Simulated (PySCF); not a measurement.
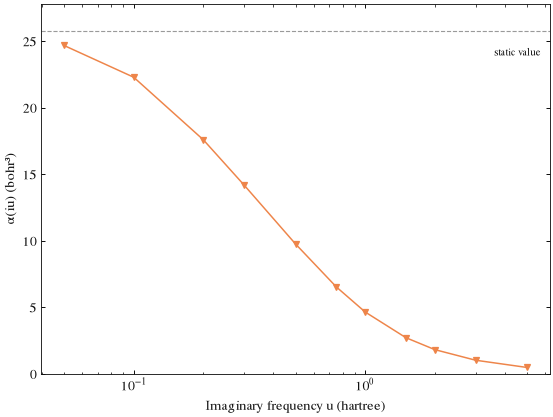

Dipole polarisability at imaginary frequency of Xe²⁺ ([Kr] 4d¹⁰ 5s² 5p³ 5d). Coupled response at the BLYP level; PySCF, aug-cc-pVQZ-PP with a 28-electron core potential, unrestricted single determinants, no spin-orbit coupling.

Question: Describe the response.

Answer: The static dipole polarisability is 25.7 bohr³; α(iu) falls to half of it near u = 0.35 hartree. The Casimir–Polder integral gives C₆ = 180 hartree bohr⁶ for two such species.
